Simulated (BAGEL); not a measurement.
# A workflow on AlNH2ClF (SMILES [NH2][Al]([F])[Cl])

Wanted: a single-point energy (HF/def2-SVP), then the energy (NEVPT2(2,2)/def2-SVP), then the energy (CASPT2(2,2)/def2-SVP) of AlNH2ClF. 

The calculation is run with BAGEL 1.2.2.

## 1. The molecule

The species is AlNH2ClF (6 atoms), meant as a singlet with charge 0. As SMILES, `[NH2][Al]([F])[Cl]`. One bond was lengthened or shortened from a relaxed shape.

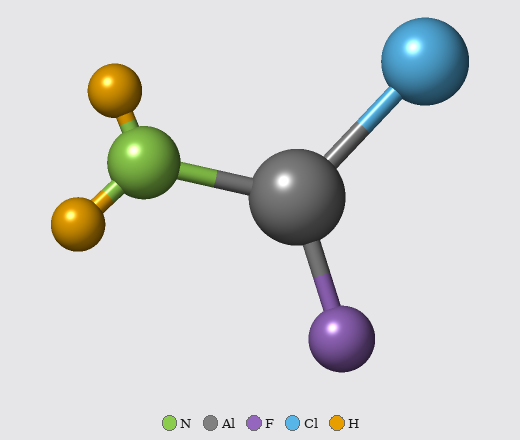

Viewed from a chosen angle; nitrogen green, aluminium grey, fluorine purple, chlorine blue, hydrogen amber.

## 2. A single-point energy at HF/def2-SVP (density fitting with svp-jkfit) (run 1)

input.json reads:

```json
{ "bagel" : [

{
  "title" : "molecule",
  "basis" : "svp",
  "df_basis" : "svp-jkfit",
  "angstrom" : false,
  "geometry" : [
    { "atom" : "N", "xyz" : [    -0.36325638,     1.98254191,    -0.25544184 ] },
    { "atom" : "Al", "xyz" : [     0.13714309,    -1.27099956,    -0.03226518 ] },
    { "atom" : "F", "xyz" : [     1.81767654,    -2.41692948,     2.30872754 ] },
    { "atom" : "Cl", "xyz" : [    -1.36254356,    -3.74710770,    -2.68903114 ] },
    { "atom" : "H", "xyz" : [     0.31439940,     3.26547698,     0.97401398 ] },
    { "atom" : "H", "xyz" : [    -1.21906232,     2.69474945,    -1.42655425 ] }
  ]
},

{
  "title" : "hf"
},

{
  "title" : "print",
  "file" : "orbitals.molden",
  "orbitals" : true
}

]}
```

Started as:

```console
$ BAGEL_NUM_THREADS=1 BAGEL input.json > input.out
```

Standard output:

```text
* using 1 threads per process

  ===============================================================
  ===============================================================

  *** Geometry ***

  { "atom" : "N", "xyz" : [     -0.363256,      1.982542,     -0.255442 ] },
  { "atom" : "Al", "xyz" : [      0.137143,     -1.271000,     -0.032265 ] },
  { "atom" : "F", "xyz" : [      1.817677,     -2.416929,      2.308728 ] },
  { "atom" : "Cl", "xyz" : [     -1.362544,     -3.747108,     -2.689031 ] },
  { "atom" : "H", "xyz" : [      0.314399,      3.265477,      0.974014 ] },
  { "atom" : "H", "xyz" : [     -1.219062,      2.694749,     -1.426554 ] },

  Number of auxiliary basis functions:      446

  Since a DF basis is specified, we compute 2- and 3-index integrals:
    o Being stored without compression. Storage requirement is 0.020 GB

  Number of basis functions:       74
  Number of electrons      :       48

    * METHOD: MOLECULE                             0.18

  *** RHF ***

  === Nuclear Repulsion ===
   198.5634486227

      * DIIS with orbital gradients will be used.

  === RHF iteration (svp) ===
      0       -856.04610340          0.02472458           0.05
      1       -856.21293606          0.01513852           0.05
      2       -856.29338944          0.00120124           0.05
      3       -856.29416521          0.00044651           0.05
      4       -856.29426368          0.00010684           0.05
      5       -856.29427036          0.00002645           0.05
      6       -856.29427105          0.00001061           0.05
      7       -856.29427116          0.00000214           0.05
      8       -856.29427116          0.00000082           0.05
      9       -856.29427116          0.00000028           0.05
     10       -856.29427116          0.00000009           0.05
     11       -856.29427116          0.00000004           0.05
     12       -856.29427116          0.00000001           0.05
    * SCF iteration converged.

    * Permanent dipole moment:
           (    0.164976,    -0.993316,     0.086676) a.u.

    * METHOD: HF                                   0.83

    * METHOD: PRINT                                0.01

  ===============================================================
```

It took 1.1 s on 1 thread of Arm Neoverse V1, shared host; peak memory 0.097 GiB.

## 3. The energy at NEVPT2(2,2)/def2-SVP (density fitting with svp-jkfit) (run 2)

nevpt2.json reads:

```json
{ "bagel" : [

{
  "title" : "molecule",
  "basis" : "svp",
  "df_basis" : "svp-jkfit",
  "angstrom" : false,
  "geometry" : [
    { "atom" : "N", "xyz" : [    -0.36325638,     1.98254191,    -0.25544184 ] },
    { "atom" : "Al", "xyz" : [     0.13714309,    -1.27099956,    -0.03226518 ] },
    { "atom" : "F", "xyz" : [     1.81767654,    -2.41692948,     2.30872754 ] },
    { "atom" : "Cl", "xyz" : [    -1.36254356,    -3.74710770,    -2.68903114 ] },
    { "atom" : "H", "xyz" : [     0.31439940,     3.26547698,     0.97401398 ] },
    { "atom" : "H", "xyz" : [    -1.21906232,     2.69474945,    -1.42655425 ] }
  ]
},

{
  "title" : "hf"
},

{
  "title" : "casscf",
  "nstate" : 1,
  "nact" : 2,
  "nclosed" : 23,
  "active" : [14, 30],
  "maxiter" : 200,
  "natocc" : true
},

{
  "title" : "nevpt2",
  "nstate" : 1,
  "nact" : 2,
  "nclosed" : 23,
  "active" : [14, 30],
  "maxiter" : 200,
  "natocc" : true,
  "ncore" : 12
},

{
  "title" : "print",
  "file" : "orbitals.molden",
  "orbitals" : true
}

]}
```

Started as:

```console
$ BAGEL_NUM_THREADS=1 BAGEL nevpt2.json > nevpt2.out
```

Standard output:

```text
* using 1 threads per process

  ===============================================================
  ===============================================================

  *** Geometry ***

  { "atom" : "N", "xyz" : [     -0.363256,      1.982542,     -0.255442 ] },
  { "atom" : "Al", "xyz" : [      0.137143,     -1.271000,     -0.032265 ] },
  { "atom" : "F", "xyz" : [      1.817677,     -2.416929,      2.308728 ] },
  { "atom" : "Cl", "xyz" : [     -1.362544,     -3.747108,     -2.689031 ] },
  { "atom" : "H", "xyz" : [      0.314399,      3.265477,      0.974014 ] },
  { "atom" : "H", "xyz" : [     -1.219062,      2.694749,     -1.426554 ] },

  Number of auxiliary basis functions:      446

  Since a DF basis is specified, we compute 2- and 3-index integrals:
    o Being stored without compression. Storage requirement is 0.020 GB

  Number of basis functions:       74
  Number of electrons      :       48

    * METHOD: MOLECULE                             0.18

  *** RHF ***

  === Nuclear Repulsion ===
   198.5634486227

      * DIIS with orbital gradients will be used.

  === RHF iteration (svp) ===
      0       -856.04610340          0.02472458           0.05
      1       -856.21293606          0.01513852           0.05
      2       -856.29338944          0.00120124           0.05
      3       -856.29416521          0.00044651           0.05
      4       -856.29426368          0.00010684           0.05
      5       -856.29427036          0.00002645           0.05
      6       -856.29427105          0.00001061           0.05
      7       -856.29427116          0.00000214           0.05
      8       -856.29427116          0.00000082           0.05
      9       -856.29427116          0.00000028           0.05
     10       -856.29427116          0.00000009           0.05
     11       -856.29427116          0.00000004           0.05
     12       -856.29427116          0.00000001           0.05
    * SCF iteration converged.

    * Permanent dipole moment:
           (    0.164976,    -0.993316,     0.086676) a.u.

    * METHOD: HF                                   0.81

  ---------------------------
      CASSCF calculation
  ---------------------------

    ==== Active orbitals : =====
         Orbital 14
         Orbital 30
    ============================

    * nstate   :      1
    * nclosed  :     23
    * nact     :      2
    * nvirt    :     49
  === CASSCF iteration (svp) ===

    * Using the second-order algorithm

      0  0      -856.29431368     1.49e-05      0.02

      1  0      -856.29468433     1.04e-04      0.19

      2  0      -856.30358527     6.92e-04      0.21

      3  0      -856.30564189     6.88e-04      0.30

      4  0      -856.30705724     1.78e-04      0.29

      5  0      -856.30712259     2.70e-05      0.31

      6  0      -856.30712314     8.78e-06      0.32

      7  0      -856.30712316     2.56e-06      0.33

      8  0      -856.30712316     7.17e-07      0.33

      9  0      -856.30712316     1.97e-07      0.32

     10  0      -856.30712316     5.37e-08      0.29

     11  0      -856.30712316     1.46e-08      0.26

     12  0      -856.30712316     3.93e-09      0.22

    * Second-order optimization converged. *

     guess   0:   closed 1.                   open ..

  === FCI iteration ===

      0  0      -856.29417364     9.33e-02      0.00
      1  0      -856.30712097     9.07e-04      0.00
      2  0 *    -856.30712316     1.58e-15      0.00

     * ci vector, state   0, <S^2> = 0.0000
       2.     0.9976014251
       .2    -0.0692199154

    * METHOD: CASSCF                               3.51

    * freezing 12 orbitals

  === DF-NEVPT2 calculation ===

    * 3-index integral transformation done
    * assembly done

      NEVPT2 correlation energy:   -0.5278729793      0.11

          (+0)     -0.4640816360
          (+0)'    -0.0236831704
          (+1)     -0.0028000336
          (+1)'    -0.0000000000
          (+2)     -0.0001882271
          (-1)     -0.0280410556
          (-1)'     0.0000000000
          (-2)     -0.0090788566

      NEVPT2 total energy:       -856.8349961388

    * METHOD: NEVPT2                               0.21

    * METHOD: PRINT                                0.01

  ===============================================================
```

It took 5.1 s on 1 thread of Arm Neoverse V1, shared host; peak memory 0.14 GiB.

## 4. The energy at CASPT2(2,2)/def2-SVP (density fitting with svp-jkfit) (run 3)

input.json reads:

```json
{ "bagel": [

{
  "title": "molecule",
  "basis": "svp",
  "df_basis": "svp-jkfit",
  "geometry": [
    { "atom": "N", "xyz": [    -0.36325638,     1.98254191,    -0.25544184 ] },
    { "atom": "Al", "xyz": [     0.13714309,    -1.27099956,    -0.03226518 ] },
    { "atom": "F", "xyz": [     1.81767654,    -2.41692948,     2.30872754 ] },
    { "atom": "Cl", "xyz": [    -1.36254356,    -3.74710770,    -2.68903114 ] },
    { "atom": "H", "xyz": [     0.31439940,     3.26547698,     0.97401398 ] },
    { "atom": "H", "xyz": [    -1.21906232,     2.69474945,    -1.42655425 ] }
  ]
},

{ "title": "hf" },

{ "title": "casscf", "nstate": 1, "nact": 2, "nclosed": 23, "active": [14, 30], "maxiter": 200, "natocc": "true" },

{ "title": "print", "file": "orbitals.molden", "orbitals": "true" },

{ "title": "smith", "method": "caspt2", "ms": "true", "xms": "true", "sssr": "true", "shift": 0.2, "shift_imag": "true", "ncore": 12 }

]}
```

Started as:

```console
$ BAGEL_NUM_THREADS=1 BAGEL input.json > input.out
```

Standard output:

```text
* using 1 threads per process

  ===============================================================
  ===============================================================

  *** Geometry ***

  { "atom" : "N", "xyz" : [     -0.363256,      1.982542,     -0.255442 ] },
  { "atom" : "Al", "xyz" : [      0.137143,     -1.271000,     -0.032265 ] },
  { "atom" : "F", "xyz" : [      1.817677,     -2.416929,      2.308728 ] },
  { "atom" : "Cl", "xyz" : [     -1.362544,     -3.747108,     -2.689031 ] },
  { "atom" : "H", "xyz" : [      0.314399,      3.265477,      0.974014 ] },
  { "atom" : "H", "xyz" : [     -1.219062,      2.694749,     -1.426554 ] },

  Number of auxiliary basis functions:      446

  Since a DF basis is specified, we compute 2- and 3-index integrals:
    o Being stored without compression. Storage requirement is 0.020 GB

  Number of basis functions:       74
  Number of electrons      :       48

    * METHOD: MOLECULE                             0.18

  *** RHF ***

  === Nuclear Repulsion ===
   198.5634486227

[... 8 lines left out ...]
    * SCF iteration converged.
[... 1 line left out ...]
    * Permanent dipole moment:
[... 27 lines left out ...]
    * Second-order optimization converged. *
[... 9 lines left out ...]
     * ci vector, state   0, <S^2> = 0.0000
[... 16 lines left out ...]
    * Zeroth order energy : state  0       -1.6545787661
[... 4 lines left out ...]
       #      aibj      arbs      arbi      airj      risj      airs      arst      rist         Etot      error   time
[... 2 lines left out ...]
       0  -0.46347  -0.01073  -0.02863  -0.00315  -0.00026  -0.02037  -0.00000  -0.00000   -0.5265951  0.0026820   0.06
       1  -0.46380  -0.01082  -0.02882  -0.00326  -0.00029  -0.02120  -0.00000  -0.00000   -0.5281916  0.0005196   0.05
       2  -0.46385  -0.01083  -0.02878  -0.00327  -0.00029  -0.02126  -0.00000  -0.00000   -0.5282761  0.0001116   0.05
       3  -0.46384  -0.01083  -0.02878  -0.00326  -0.00029  -0.02127  -0.00000  -0.00000   -0.5282792  0.0000268   0.05
       4  -0.46384  -0.01083  -0.02878  -0.00326  -0.00029  -0.02127  -0.00000  -0.00000   -0.5282794  0.0000071   0.05
       5  -0.46384  -0.01083  -0.02878  -0.00326  -0.00029  -0.02127  -0.00000  -0.00000   -0.5282794  0.0000015   0.06
       6  -0.46384  -0.01083  -0.02878  -0.00326  -0.00029  -0.02127   0.00000  -0.00000   -0.5282794  0.0000004   0.06

      ------------------------------------------------------------------------------------------------------------------

    * CASPT2 energy : state  0     -856.8374175854
        w/o shift correction       -856.8354025811
        reference weight              0.8693018476

    * METHOD: SMITH                                0.55

  ===============================================================
```

It took 5.4 s on 1 thread of Arm Neoverse V1, shared host; peak memory 0.14 GiB.

## 5. Outcome

| quantity | value |
| --- | --- |
| run 1, HF/def2-SVP: total energy | -856.29427 Eh |
| run 1, HF/def2-SVP: dipole moment | 2.57 D |
| run 1, HF/def2-SVP: HOMO energy | -11.56 eV |
| run 1, HF/def2-SVP: LUMO energy | 2.49 eV |
| run 1, HF/def2-SVP: HOMO–LUMO gap | 14.06 eV |
| run 2, NEVPT2(2,2)/def2-SVP: total energy | -856.83500 Eh |
| run 3, CASPT2(2,2)/def2-SVP: total energy | -856.83742 Eh |
